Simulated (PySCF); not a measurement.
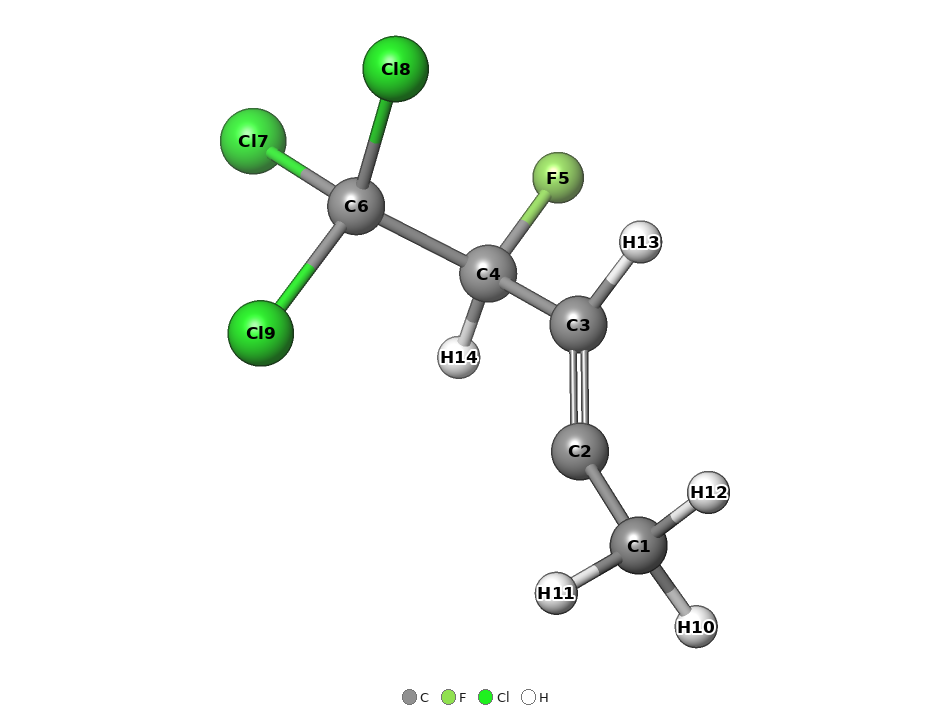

Charge 0, doublet. The computed structure is the end point of a GFN2-xTB optimisation. No frequency run is at hand to confirm it as a minimum. Computed with UKS B3LYP, pcH-1 on C Cl F H, non-relativistic (PySCF 2.14.0). Fermi-contact and spin-dipolar terms alone, no spin-orbit part.

Question: Which nucleus has the largest dipolar (anisotropic) hyperfine coupling?

Answer: 13C at C2: principal values −82.9, −62.8, 145.7 MHz.

List the isotropic and dipolar parts for the most strongly coupled nuclei, one of each equivalent set.

```
atom  isotope  a_iso (MHz)   dipolar part (MHz)
  C2      13C        254.3  −82.9, −62.8, 145.7
  C3      13C        −14.4     −18.0, 0.9, 17.1
  F5      19F         −7.0     −7.9, −4.5, 12.4
 H11       1H         33.7     −6.6, −5.4, 12.0
 H10       1H         25.3     −6.5, −5.2, 11.7
  C4      13C         59.7      −4.8, −4.5, 9.3
  C1      13C         10.4      −4.2, −4.0, 8.3
 H14       1H         −5.6      −5.8, −2.2, 8.0
```
